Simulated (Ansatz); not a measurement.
**Run report: GaCl2F, single-point calculation**

- system: GaCl2F
- method: RKS PBE0-D4/def2-TZVP (Ansatz 0.2.0)

The geometry comes from this level: r2SCAN-D4/def2-SVP.

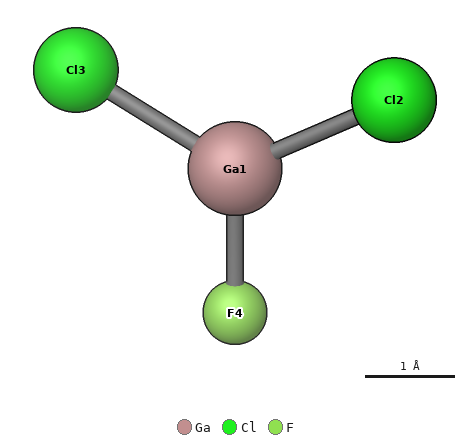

Figure 1. The structure (ball-and-stick view, seen at a tilt; atoms are numbered from 1 in the order of the input). Sticks mark near contacts. Bond lengths as drawn: Cl–Ga 2.11 Å and F–Ga 1.74 Å.

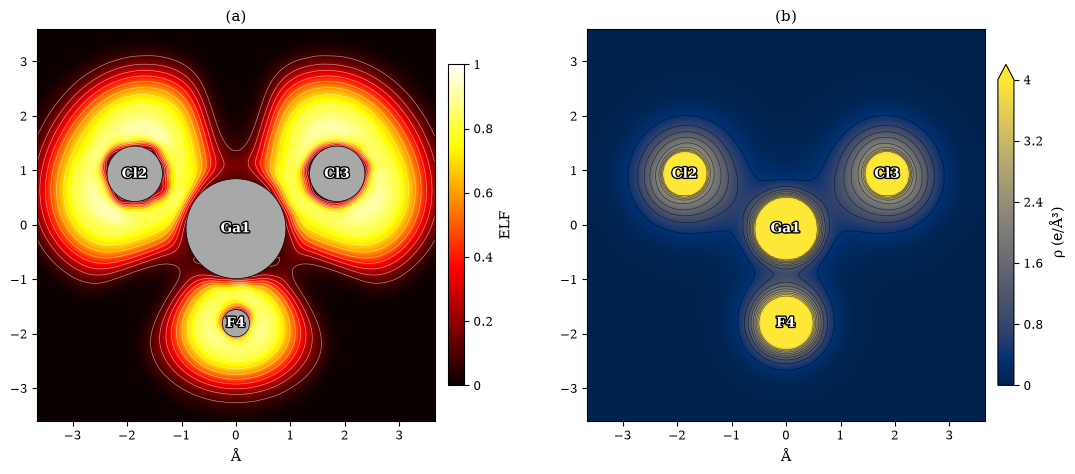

Figure 2. (a) electron localisation function; (b) total electron density on the molecular plane. Grey discs, where drawn, cover atomic cores. Ga–F (1.74 Å): ρ is about 0.94 e/Å³ halfway; the ELF peaks at about 0.80 in the valence shell of F, 0.5 Å from its nucleus, and is about 0.20 at the midpoint. Ga–Cl (2.11 Å): ρ at the midpoint is about 0.77 e/Å³; the ELF peaks at about 0.85 in the valence shell of Cl, 0.9 Å from its nucleus, and is about 0.60 at the midpoint.

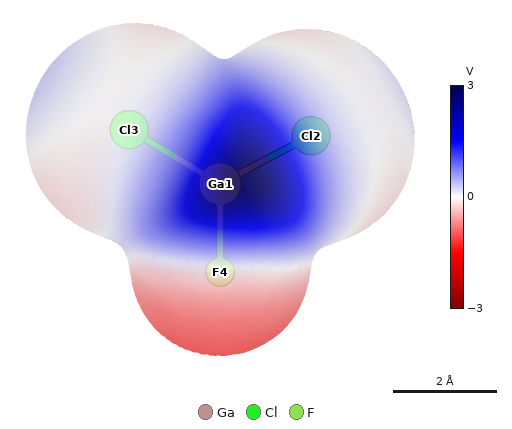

Figure 3. The molecular electrostatic potential painted on the density surface at 0.001 e/bohr³, seen at a tilt; red is negative and blue positive. A positive charge is drawn to the negative regions and a negative charge to the positive ones.

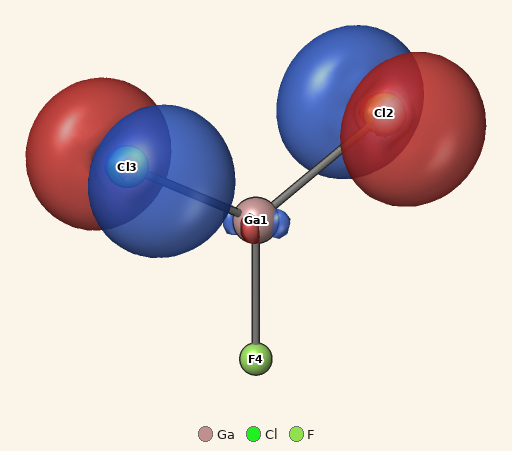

Figure 4. The HOMO−1 at ±0.15 Å⁻³ᐟ² (red and blue are the two phases), seen at a tilt. It lies mainly on Cl2 (45 %) and Cl3 (45 %); it changes sign across the molecular plane (π type). Its energy is −9.90 eV.

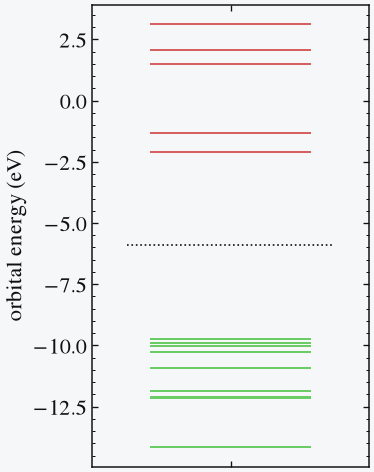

Figure 5. Orbital energies near the frontier; the dotted line parts filled from empty levels, and levels within 0.02 eV of each other stand side by side. Highest filled −9.72 eV, lowest empty −2.09 eV, 7.63 eV apart.

The input and output of the run follow.

Input:
```yaml
crystal:
  periodic: [false, false, false]
  atoms:
    - {symbol: Ga, position_ang: [-0.035702, -0.059937, -0.000356]}
    - {symbol: Cl, position_ang: [2.076529, -0.145464, 0.014521]}
    - {symbol: Cl, position_ang: [-1.116604, 1.756794, -0.015470]}
    - {symbol: F, position_ang: [-0.924224, -1.551393, 0.001315]}
basis:
  gaussian: {orbitals: def2-TZVP, initial_orbitals: start.molden}
hamiltonian: {xc: pbe0, dispersion: d4}
scf: {omitted_lower_state_checks: [starts]}
output: {orbitals: {seedname: orbitals}}
```

Run as:
```bash
ansatz run in.yaml --threads 4 --pin off --events-out ev --progress --plain --max-ram 3916MiB
```

Output:
```
Functional definition: PBE0
  name "PBE0"
  cite "Adamo & Barone, J. Chem. Phys. 110, 6158 (1999) doi:10.1063/1.478522"
  cite "Perdew, Burke & Ernzerhof, Phys. Rev. Lett. 77, 3865 (1996) doi:10.1103/PhysRevLett.77.3865"
  parent pbe
  parameter a = 0.25
  parameter kappa = 0.804
  parameter beta = 0.06672455060314922
  exchange = (1 - a)*pbe_x(kappa = kappa, mu = beta*pi^2/3) + a*exact_x
  correlation = pbe_c(beta = beta)
these checks for a lower state are left out or cut short: starts
1105 factors; their error is unknown
mean field evaluation 1: about -80125.1438 eV, gradient 2.0e2 eV
mean field evaluation 2: about -80128.3653 eV, gradient 4.6e0 eV
mean field evaluation 4: about -80128.6914 eV, gradient 1.7e-1 eV
mean field -80128.69138555 eV, -2944.6750952412 hartree, gradient 5.0e-5 eV, S^2 0.000000; 0 other end points of the search recorded, 0 dependent functions left out
reference -80128.69141135 eV, -2944.6750961894 hartree; 37, 37 occupied and 116, 116 virtual orbitals, 1105 factors
Total energy: -80128.78792540 eV, -2944.6786430151 hartree
Checks for a lower state left out: starts
```

Summary:

```csv
quantity,value
outcome,converged
total energy,−80128.7879 eV
mean-field energy,−80128.6914 eV
dispersion energy,−0.0965 eV
SCF solution under orbital rotations,stable
HOMO,−9.72 eV
LUMO,−2.09 eV
hardware,"4 threads of Arm Neoverse V1, 23 GiB of memory available, shared host"
wall time,1.4 s (CPU time 5 s)
peak memory,0.38 GiB
```
